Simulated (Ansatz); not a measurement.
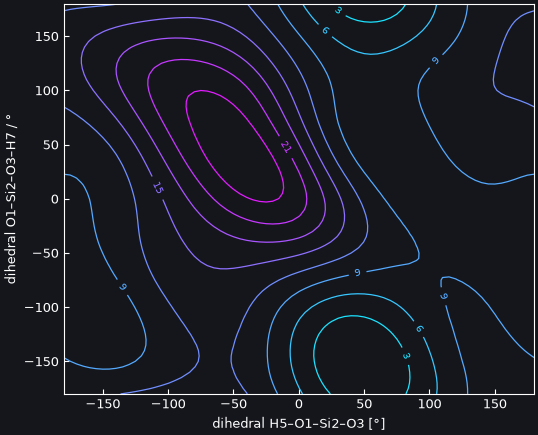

Energy landscape of ClH₃O₂Si, SMILES O[SiH](O)Cl. 
- First axis: dihedral H5–O1–Si2–O3. Second axis: dihedral O1–Si2–O3–H7.
- Nothing is relaxed (all other coordinates rigid).
- The grid has 10 × 10 points.
- Points are written as (first, second).
- Energies: kJ/mol, counted from the relaxed molecule at the same level.
- Level of theory: RKS r2SCAN0-D4/def2-SVP in Ansatz.

The picture shows contour lines labelled in kJ/mol. Between grid points the surface is interpolated. 

### Describe this landscape.

The lowest grid point is at (36°, −144°), 0.32 kJ/mol from the relaxed molecule at the same level. There are further wells near (72°, 36°) (6.3 kJ/mol above the lowest at that grid point); (−180°, −72°) (6.6 kJ/mol above the lowest at that grid point). The highest grid point, (−36°, 36°), lies 25.6 kJ/mol above the lowest. On the interpolated surface the easiest way out of the lowest well to the well at about (70°, 50°) passes a barrier of about 7.2 kJ/mol, counted from the interpolated bottom of the well. Round the minimum the valley is somewhat tilted: raising dihedral H5–O1–Si2–O3 shifts the best value of dihedral O1–Si2–O3–H7 downwards (coupling k₁₂/√(k₁₁k₂₂) about 0.2).

The whole map (100 points run) took 10 min on 1 thread of Arm Neoverse V2, on a shared host.
